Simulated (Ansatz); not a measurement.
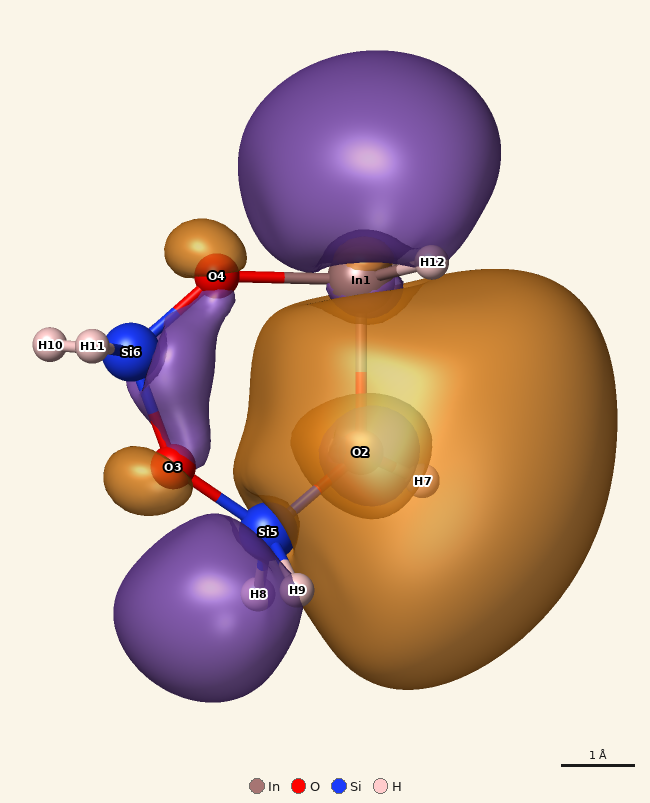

The picture shows: H$_{7}$InO$_{3}$Si$_{2}$. The LUMO at ±0.04 Å⁻³ᐟ² (orange and purple are the two phases), seen at an oblique angle.

Geometry: PBE0-D4/def2-SVP; core potentials replace the inner electrons of In.

Theory: isolated molecule in a Gaussian basis; Kohn-Sham density functional theory, functional PBE0 in Ansatz 0.2.0.

```yaml
atoms:
  - { symbol: In, position_ang: [0.5445, -1.6326, -3.6070] }
  - { symbol: O, position_ang: [-1.3804, -1.9663, -2.2393] }
  - { symbol: O, position_ang: [-0.8966, 0.1607, -0.6975] }
  - { symbol: O, position_ang: [1.0825, 0.0285, -2.5390] }
  - { symbol: Si, position_ang: [-1.9302, -1.0682, -0.8840] }
  - { symbol: Si, position_ang: [0.5371, 0.8628, -1.2704] }
  - { symbol: H, position_ang: [-1.9323, -2.7096, -2.5102] }
  - { symbol: H, position_ang: [-3.3107, -0.6091, -1.1979] }
  - { symbol: H, position_ang: [-1.9356, -1.9901, 0.2842] }
  - { symbol: H, position_ang: [0.1750, 2.2707, -1.6068] }
  - { symbol: H, position_ang: [1.4752, 0.8426, -0.1097] }
  - { symbol: H, position_ang: [1.4431, -3.0153, -3.1148] }
  - { symbol: H, position_ang: [-0.2721, -1.2109, -5.0621] }
```

Q: What is the character of this orbital?

A: By Hirshfeld shares it lies mainly on In1 (about 40 %), H7 (about 20 %), Si5 (about 20 %) and O2 (about 10 %). Its energy is −0.96 eV.
